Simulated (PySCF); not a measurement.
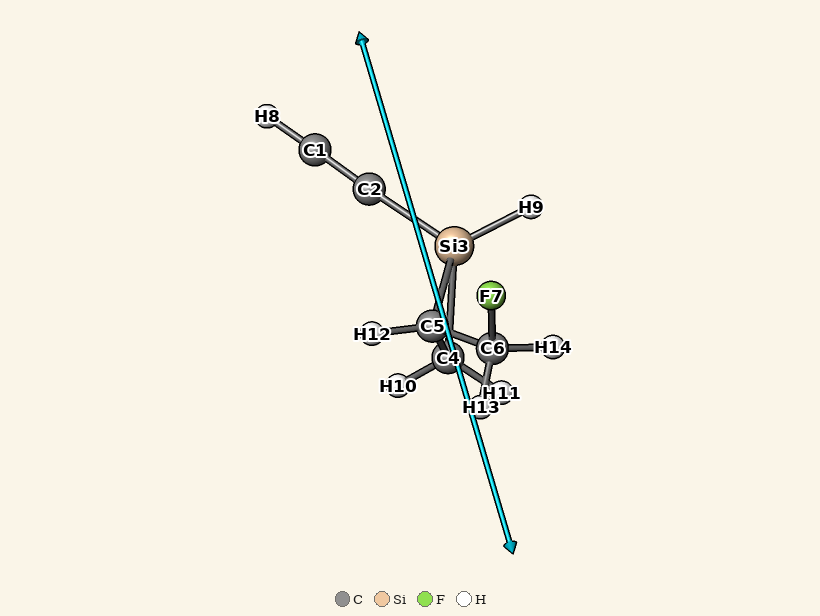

The double arrow shows the direction of the transition dipole to excited singlet state 2 (its length means nothing). The computed structure is the end point of a GFN2-xTB optimisation. No frequency run is at hand to confirm it as a minimum. Properties computed with TDDFT ωB97X-D/def2-SVPD, vertical, gas phase, core orbitals frozen in the response (PySCF 2.14.0).

> Where does the transition lie, and how strong is it?

5.81 eV (213 nm), oscillator strength 0.22, mainly HOMO → LUMO (weight 0.79); transition dipole 3.16 D.

The geometry is semi-empirical. Around Si such bond lengths and angles can be off by a tenth of an ångström or more and by several degrees, and values that hang on the shape move with them.
